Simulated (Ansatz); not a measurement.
# Sn on Zr(0001), ontop start, 2x2 cell: photoemission fingerprints, part 3 of 5

Aim: how the adsorbate changes the work function, the valence spectrum and the core levels in Sn on Zr(0001), ontop start, 2x2 cell. Spin–orbit coupling is left out of the bands throughout.

Ansatz 0.2.0; DFT, PBE, plane-wave PAW, default files, scalar-relativistic.

So far, work function, upper face (eV): step 2 (the clean face) 4.16; step 3 (relaxation) 4.58.

### 4. Bands by layer

This is the main run. States are solved along the surface zone's path and weighed by where they lie along the normal, since photoemission sees the top layers. The cell holds 4 small cells, so the bands are unfolded.

Contents of input.yaml:

```yaml
crystal:
  lattice:
    - [6.46, 0.0, 0.0]
    - [3.23, 5.5945241084, 0.0]
    - [0.0, 0.0, 25.305]
  atoms:
    - { symbol: Sn, position: [0.3300328715, -0.1648945932, 0.6931355644] }
    - { symbol: Zr, position: [0.0090396434, -0.0042176514, 0.5996376517] }
    - { symbol: Zr, position: [0.4917065458, -0.004250038, 0.5998125966] }
    - { symbol: Zr, position: [-0.0026389413, 0.5016527623, 0.6084423502] }
    - { symbol: Zr, position: [0.4916102371, 0.5131595436, 0.59989732] }
    - { symbol: Zr, position: [0.8343735509, 0.3382722407, 0.5046022977] }
    - { symbol: Zr, position: [0.3239716074, 0.3382688482, 0.504614342] }
    - { symbol: Zr, position: [0.8342406019, 0.8277703031, 0.5045958288] }
    - { symbol: Zr, position: [0.331458841, 0.8344346429, 0.4987457889] }
    - { symbol: Zr, position: [0.0, 0.0, 0.398537838] }
    - { symbol: Zr, position: [0.5, 0.0, 0.398537838] }
    - { symbol: Zr, position: [0.0, 0.5, 0.398537838] }
    - { symbol: Zr, position: [0.5, 0.5, 0.398537838] }
    - { symbol: Zr, position: [0.833333333, 0.333333333, 0.296384114] }
    - { symbol: Zr, position: [0.333333333, 0.333333333, 0.296384114] }
    - { symbol: Zr, position: [0.833333333, 0.833333333, 0.296384114] }
    - { symbol: Zr, position: [0.333333333, 0.833333333, 0.296384114] }
kpoints:
  mp_grid: { grid: [6, 6, 1] }
scf:
  occupations: { method: fermi_dirac, width: 0.05 }
  n_extra_bands: 25
hamiltonian:
  xc: pbe
  pseudopotentials: { kind: paw }
output:
  forces: true
  write_potential: true
  volumetric_format: []
  dos:
    projected:
      site_lists:
        adsorbate: [0]
        layer_1: [1, 2, 3, 4]
        layer_2: [5, 6, 7, 8]
        layer_3: [9, 10, 11, 12]
        other_layers: [13, 14, 15, 16]
    de: 0.05
    e_range: [-30, 12]
    method: { smearing: { sigma: 0.15, scheme: gaussian } }
  eigenstates:
    kpoints:
      - [0.33333333, -0.33333333, 0.0]
      - [0.25, -0.375, 0.0]
      - [0.16666667, -0.41666667, 0.0]
      - [0.08333333, -0.45833333, 0.0]
      - [0.0, 0.5, 0.0]
      - [-0.08333333, 0.45833333, 0.0]
      # [... 29 more points ...]
      - [0.25, 0.5, 0.0]
      - [0.29166667, -0.41666667, 0.0]
    e_range: [-8.0, 4.0]
    unfold:
      supercell_matrix: [[2, 0, 0], [0, 2, 0], [0, 0, 1]]
      layers:
        axis: 3
        edges: [0.138313, 0.423589, 0.423689, 0.574686, 0.574786, 0.851205]
efield:
  axis: 3
  dipole_correction: true
```

Command:

```
> ansatz run input.yaml --threads 8 --pin off --max-ram 20480MiB --backend cpu --events-out ev --progress --plain --runs-dir out
```

Numbers of over 12 decimals in the logs are rounded to 6 here.

Log:

```text
[...]
Crystal: 17 atoms, lattice volume = 914.539 Å³
Basis set: ecut = 420 eV, 17941 PW (Γ), exchange–correlation on 90×90×360 points (8 copies of the dense FFT grid, shifted against one another)
Bands: 128, of which v1, the nominal top of the filled ones, is band 103 counted from 1 (102 counted from 0)
Symmetry: 1 space group operations
[...]
k-points: 20 of 36 (time reversal used)
[...]
SCF iter   1: F=—  HF=-72959.190889 eV  |F-HF|=—  |Δ(HF+E_count)|=         —  Δρ=5.20e-3  dr2=2.77e0  ethr=1.77e-3  p=-0.108 e·Å  D=-2.14e-2 V/Å  ΔV_dip=0.54 eV  dr2_dipole=9.93e-2  V_vac-E_F(+/−)=4.67/4.14 eV  ⟨swp⟩=8.8  Hψ=11614  notcnv=0
[...]
SCF iter   8: F=-72959.114576 eV  HF=-72959.114576 eV  |F-HF|=1.68e-8  |Δ(HF+E_count)|=   2.34e-7  Δρ=1.62e-6  dr2=7.85e-8  ethr=4.85e-11  p=-0.077 e·Å  D=-1.52e-2 V/Å  ΔV_dip=0.38 eV  dr2_dipole=7.98e-11  V_vac-E_F(+/−)=4.58/4.19 eV  ⟨swp⟩=12.0  Hψ=21093  notcnv=0
[...]
SCF 1 converged in 8 iterations: F = -72959.114576 eV  dr2 = 7.85e-8
[...]
efield: sawtooth ramp at fractional position 0.9448 (kept from the solve that this one continues, or follows in the run), width 0.1000; the density the first Hamiltonian is built on has a dipole p = -0.077 e·Å; the dipole correction subtracts the counter field D = -1.52e-2 V/Å, which shifts the + side's vacuum level by +0.38 eV against the − side's; the planar-averaged density in the ramp window peaks in size at 1.3e-5 e/Å³
[...]
SCF converged after 8 iterations
Free energy (F): -72959.114576 eV
[...]
Internal energy: -72958.934023 eV  (E = F + TS)
E sigma→0 (E₀):  -72959.024299 eV
Entropy (-TS):   -0.180553 eV (-10.621 meV/atom)
Fermi energy:    3.633833 eV
Dipole field:    D = -0.015199 V/Å  (p = -0.076815 e·Å, saw-weighted, corrected)
Work function:   Φ+ = 4.5769 eV   Φ− = 4.1921 eV
[...]
--- Forces (eV/Å), atoms counted from 1 ---
  atom   1  Sn    -0.00070956     0.00597836     0.00793236
  atom   2  Zr     0.00047794    -0.00273162     0.00845948
  atom   3  Zr     0.00278353     0.00186465    -0.00141397
  atom   4  Zr     0.00206370    -0.00111912    -0.00218309
  atom   5  Zr     0.00311381    -0.01139803    -0.01853299
  atom   6  Zr     0.00074451    -0.00294324     0.00050399
  atom   7  Zr     0.00259873    -0.00186084     0.00888692
  atom   8  Zr     0.00915512    -0.00098439    -0.00381391
  atom   9  Zr    -0.00153021    -0.00048435    -0.00143962
  atom  10  Zr    -0.09820589     0.05669149    -0.60227521
  atom  11  Zr     0.09245891     0.06000739    -0.60130790
  atom  12  Zr    -0.00237101     0.00165949    -0.17628747
  atom  13  Zr    -0.00362481    -0.10964182    -0.59940123
  atom  14  Zr    -0.00766138    -0.00251754     0.50028245
  atom  15  Zr     0.00359782    -0.00197491     0.49922216
  atom  16  Zr    -0.00142716     0.00833964     0.50032983
  atom  17  Zr    -0.00147008     0.00111160     0.48114034
  max |Σ_I F_I| component: 1.02e-4 eV/Å
--- Band table (eV; the first three rows and the last of 20) ---
  k-point 0: bands = [... 99 lower, 3.9704, 3.9747, 3.9791, 4.1508, 4.2084, 4.4107, 4.4151, 4.4790, ... 21 higher]
  k-point 1: bands = [... 99 lower, 3.8179, 3.8926, 3.9154, 3.9490, 4.0227, 4.1287, 4.2130, 4.2807, ... 21 higher]
  k-point 2: bands = [... 99 lower, 3.4399, 3.5417, 3.6056, 3.6109, 3.7166, 3.8073, 3.8413, 3.9653, ... 21 higher]
  k-point 19: bands = [... 99 lower, 3.1781, 3.2739, 3.3246, 3.4012, 3.5045, 3.5474, 3.6537, 3.7430, ... 21 higher]
```

Elapsed: 3 min, on 8 threads of Arm Neoverse V1, shared host; peak memory 7.1 GiB; 24 min of CPU time.

This step gave:

```yaml
fermi_energy: 3.634 eV
share_of_occupied_states_in_no_projected_shell: 0.0067 of the occupied states in the window
dos_at_the_fermi_level: 22.53 states/eV/cell
```

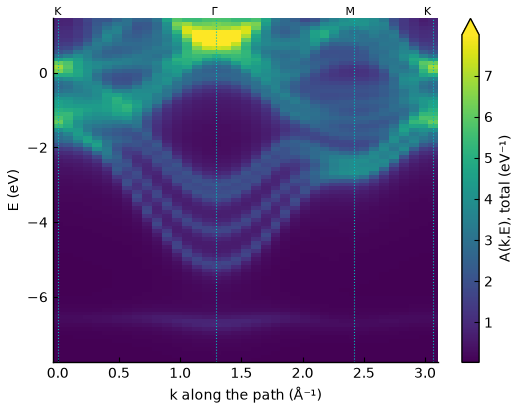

A(k,E), total over k along the path and E. Zero: Fermi level.

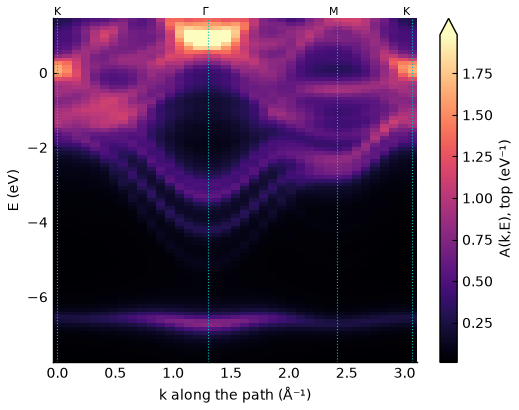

A(k,E), top over k along the path and E. Zero: Fermi level.

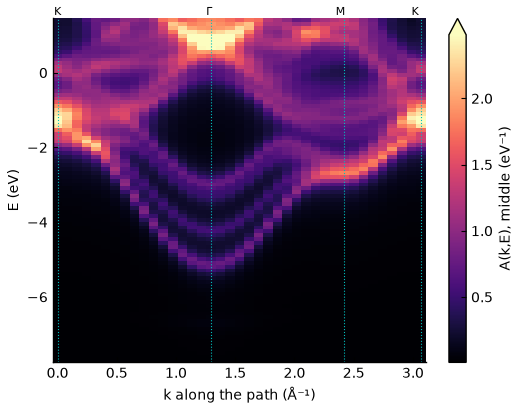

A(k,E), middle over k along the path and E. Zero: Fermi level.

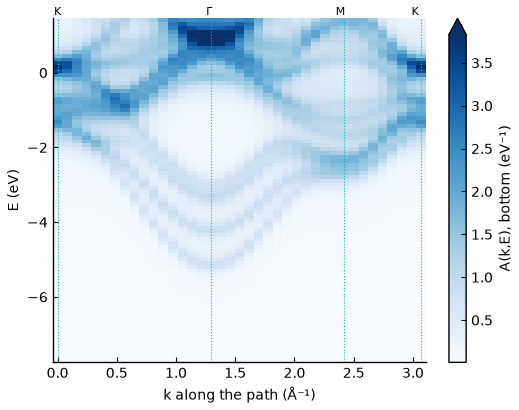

A(k,E), bottom over k along the path and E. Zero: Fermi level.

Peaks of A(k,E) at the labelled points: for each region the eleven nearest the zero at most, each over 6 % of that point's highest, less those above the energy where the solved bands run out; weight and spread sum the levels within three half widths or 0.3 eV, so near peaks share levels. Peaks of the spectral function, the first 40 of 66 rows:

```
point  weight on  E (eV)  A (1/eV)  weight near the peak  rms spread of levels (eV)
    K      total   -1.32      6.11                 7.032                      0.328
    K      total    0.12     6.831                 5.188                      0.133
    K        top   -6.58     0.246                 0.151                          0
    K        top   -1.34     0.982                 1.039                      0.295
    K        top    -1.1     0.946                 1.148                      0.327
    K        top    -0.5      0.89                 1.525                      0.413
    K        top    0.06     1.665                 1.575                      0.234
    K     middle   -1.78     1.402                 1.919                      0.222
    K     middle   -1.32     2.667                 3.043                      0.312
    K     middle    0.08     1.333                 0.948                      0.139
    K     bottom   -1.32      2.46                 2.946                      0.333
    K     bottom   -0.76     2.224                 2.227                      0.258
    K     bottom    0.14     3.909                 2.803                      0.095
    Γ      total   -6.72     0.891                 0.523                          0
    Γ      total   -5.14     1.681                 0.969                          0
    Γ      total   -4.24     1.726                 0.947                          0
    Γ      total   -3.32     2.034                 1.946                      0.189
    Γ      total      -3     2.053                 2.004                      0.212
    Γ      total   -0.08     2.616                 2.908                      0.293
    Γ      total    0.88     10.74                 11.67                      0.302
    Γ        top   -6.72     0.788                  0.49                          0
    Γ        top   -4.22     0.297                 0.157                          0
    Γ        top   -3.32     0.569                 0.517                      0.203
    Γ        top      -3      0.49                 0.558                      0.254
    Γ        top   -0.92     0.194                  0.14                      0.313
    Γ        top    0.86      2.57                 2.771                      0.289
    Γ     middle   -5.14     0.772                  0.46                          0
    Γ     middle   -4.24     0.555                 0.303                          0
    Γ     middle   -2.98     0.774                 0.609                      0.185
    Γ     middle    0.84     3.452                  3.66                      0.311
    Γ     middle    1.32      1.97                 3.089                      0.251
    Γ     bottom   -5.14     0.802                 0.466                          0
    Γ     bottom   -4.24     0.874                 0.487                          0
    Γ     bottom   -3.32     0.983                 0.835                      0.179
    Γ     bottom   -3.02     0.793                 0.835                      0.179
    Γ     bottom    -0.1     1.628                 1.132                      0.212
    Γ     bottom    0.92     4.843                 5.218                      0.302
    M      total   -6.72     0.282                 0.159                          0
    M      total   -2.66     4.041                 3.974                      0.189
    M      total    -2.4     3.909                 3.974                      0.189
```

The DOS has structure finer than the step of the table below, so its rows give means over 2.5 eV, whole bins alone (the curve runs from -29.3 to 1.18 eV). Peaks (eV: height): total -26.52: 107, -20.82: 33.3; Zr 4d -1.93: 19.0, -0.82: 23.9, 0.28: 26.7, 0.88: 28.0; Zr 5s -4.53: 1.73, -4.03: 3.24, -3.23: 5.50, -2.73: 6.88; Zr 5p* 0.97: 2.12; Sn 5p -1.12: 1.50, -0.42: 1.99.

* holds the states left over by the projection beside any projected weight of its own. DOS against E, zero at the Fermi level; means over each step; 7 of 8 lines; values in states/eV/cell:

```
E (eV)   total    Zr 4d   Zr 5s   Zr 5p*    Sn 5p    Sn 5s    Sn 4d
 -27.5    37.6    0.296   0.201        0   0.0132  0.00298  0.00197
 -25.0   0.835  0.00255  9.1e-4        0   6.1e-5   9.3e-6        0
 -22.5  4.9e-4        0       0        0        0        0   4.9e-4
 -20.0    4.00  0.00336  8.8e-4  0.00213        0   6.8e-6     3.99
 -17.5       0        0       0        0        0        0        0
 -15.0       0        0       0        0        0        0        0
 -12.5       0        0       0        0        0        0        0
 -10.0       0        0       0        0        0        0        0
  -7.5   0.798   0.0754   0.130  0.00820  0.00622    0.578   8.8e-5
  -5.0    1.00   0.0515   0.902   0.0254  0.00328   0.0224        0
  -2.5    13.5     9.49    3.33    0.308    0.330   0.0558  0.00117
```

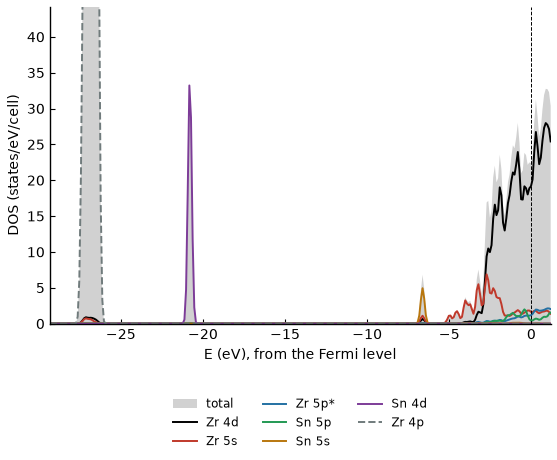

DOS, plotted against E. The peaks of deep states run off the scale.

Simulated valence spectra by photon energy, shown to 13 eV, since a deeper line would dwarf them at some energies; the 100 % can be that line's tail at the edge; this run's widths, added to any smearing of the DOS itself: Gaussian 0.3 eV, Lorentzian 0.2 eV plus 0.03 an eV of depth. The intensity by binding energy, zero at the Fermi level; values in % of the maximum within 13 eV:

```
binding energy (eV)  21.2 eV  100 eV  1253.6 eV  1486.7 eV  5414.7 eV
                  0     46.1    44.6       46.8       46.8       47.2
                  2     76.9    76.3       78.1       78.4       87.1
                  4     3.19    9.92       7.41       8.19       24.9
                  6    0.871    10.3       3.99       4.43       13.5
                  8    0.300    3.60       1.86       2.04       4.82
                 10    0.146    2.87       1.71       1.87       3.74
                 12        -    3.80       2.17       2.36       4.51
```

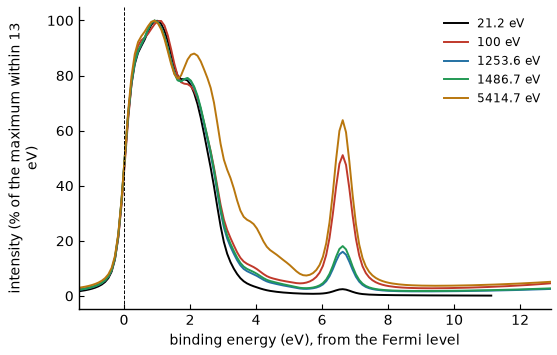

Intensity against binding energy.

Maxima picked by a test of local sharpness, so broad peaks and shoulders can be missing; peaks within 0.45 eV of a curve's cut are left out. Valence peaks, by row:

```
photon energy (eV)  binding energy (eV)  height (% of the maximum within 13 eV)  main shell  its share (%)
              21.2                    1                                     100       Zr 4d          97.95
               100                 26.8                                     448       Zr 4p          97.99
               100                 20.8                                    1178       Sn 4d          99.64
               100                  6.6                                   51.16       Sn 5s          87.41
               100                  1.1                                     100       Zr 4d          80.89
              1254                26.75                                   764.8       Zr 4p          99.45
              1254                 20.8                                   361.7       Sn 4d          98.02
              1254                  6.6                                   16.05       Sn 5s          76.75
              1254                  1.9                                   79.04       Zr 4d          90.14
              1254                 0.95                                     100       Zr 4d          90.52
              1487                26.75                                   883.9       Zr 4p          99.52
              1487                 20.8                                   363.2       Sn 4d          97.72
              1487                  6.6                                   18.11       Sn 5s           78.3
              1487                  1.9                                   79.17       Zr 4d          88.48
              1487                 0.95                                     100       Zr 4d          89.08
              5415                26.75                                    2295       Zr 4p          99.77
              5415                 20.8                                   326.1       Sn 4d          93.43
              5415                  6.6                                   63.88       Sn 5s          87.78
              5415                  2.1                                   88.02       Zr 4d             54
              5415                  0.9                                     100       Zr 4d          64.17
```

The planar mean, electrostatic potential oscillates, so the rows of the table below give means over windows of 2 Å about each position, cut where the curve ends. Its maxima inside the range that stand out by 2 % of the span (Å: eV): 8.9: -0.0935, 11.4: 0.0836, 13.9: -0.804. Its minima: 7.5: -18.1, 10.1: -17.9, 12.8: -17.6, 15.2: -17.6.

From the Fermi level. The planar mean, electrostatic potential by z; means over each step:

```
z (Å)  planar mean, electrostatic potential (eV)
    0                                       4.29
    2                                       4.19
    4                                       4.13
    6                                      0.169
    8                                      -9.28
   10                                      -10.4
   12                                      -7.74
   14                                      -6.59
   16                                      -7.30
   18                                       2.52
   20                                       4.49
   22                                       4.58
   24                                       4.53
```

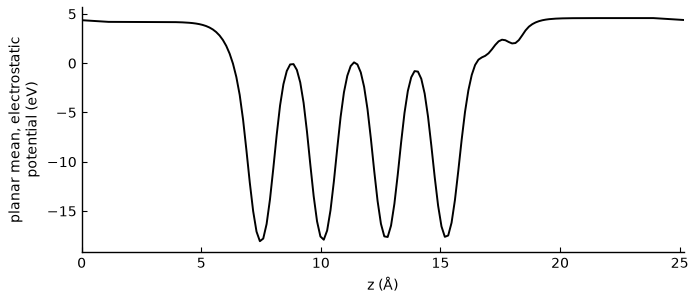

Planar mean, electrostatic potential, plotted against z.

The intensity, Zr L-beta2 has structure finer than the step of the table below, so its rows give means over 2.5 eV, whole bins alone (the curve runs from -29.3 to 1.38 eV). Peaks (eV: height): -1.12: 99.9.

Shapes are the site's partial DOS without matrix elements, which overweights lines from ligand s bands. Table of intensity, Zr L-beta2 by emission energy less the core level's binding energy, zero at the Fermi level; means over each step:

```
emission energy less the core level's binding energy (eV)  intensity, Zr L-beta2 (% of the unpolarised maximum)
                                                    -27.5                                                  1.32
                                                    -25.0                                                 0.771
                                                    -22.5                                                 0.368
                                                    -20.0                                                 0.368
                                                    -17.5                                                 0.437
                                                    -15.0                                                 0.592
                                                    -12.5                                                 0.883
                                                    -10.0                                                  1.50
                                                     -7.5                                                  3.32
                                                     -5.0                                                  10.4
                                                     -2.5                                                  63.9
                                                      0.0                                                  62.9
```

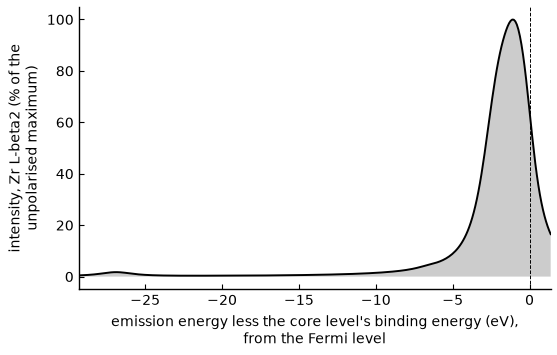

Intensity, Zr L-beta2, plotted against emission energy less the core level's binding energy.

Sums over each group's atoms; left-over states aren't shared out by site. Site centres, by row:

```
       group  element  shell  occupied states  centre of occupied part (eV)  centre up to the window's top (eV)
   adsorbate       Sn     5s            1.756                        -5.953                              -5.805
   adsorbate       Sn     5p            2.451                        -1.459                             -0.7697
   adsorbate       Sn     4d            9.994                        -20.79                              -20.79
     layer 1       Zr     5s            3.256                        -3.644                              -3.045
     layer 1       Zr     4p            23.67                         -26.9                               -26.9
     layer 1       Zr     4d            12.34                        -1.749                             -0.7504
     layer 2       Zr     5s            3.243                        -3.966                              -3.497
     layer 2       Zr     4p            23.64                        -26.65                              -26.65
     layer 2       Zr     4d             12.6                         -1.87                             -0.9279
     layer 3       Zr     5s             3.27                        -3.895                              -3.343
     layer 3       Zr     4p            23.66                        -26.67                              -26.67
     layer 3       Zr     4d            12.48                        -1.814                             -0.9203
other layers       Zr     5s            3.648                        -3.017                              -2.418
other layers       Zr     4p            23.73                        -26.99                              -26.99
other layers       Zr     4d            12.19                        -1.485                             -0.6073
```

Recipe: projected DOS times atomic cross section and asymmetry factor (linear light, 54.7° from the polarisation), occupied states only, Fermi edge at 300 K, a Lorentzian width of 0.2 eV growing by 0.03 eV per eV of binding energy, and a resolution of 0.3 eV. Each atom is damped by exp[−depth/(λ cos θ)], θ = 60° from the normal, λ from the universal curve. Curves are cut 10 eV under the photon energy, above any shell that the free atom's threshold puts out of reach, or at the lower edge of the window: 11.2 eV at 21.2 eV, 29.4 eV at 100 eV, 29.4 eV at 1253.6 eV, 29.4 eV at 1486.7 eV and 29.4 eV at 5414.7 eV. A star in tables and legends marks shells that hold the states left over by the projection (0.7 % of the filled ones), a stand-in for orbitals that the files don't project on. Matrix elements of the solid and inelastic losses aren't modelled, nor non-dipole terms, which matter above 3 keV.

[end of part 3 of 5]

[Logs are printed without paths, hosts, clocks, repeated set-up lines and the standing remarks that a program may print on its own settings, such as how far it seeks lower states.]

[Hosts, paths, dates, database ids (printed as entryN), source tags and the programs' standing remarks are cut or masked in the printed files.]

[Maps of the electrostatic potential energy from Ansatz leave out the sawtooth potential of an applied field or a dipole correction, so their vacuum need not be flat; work functions include it.]
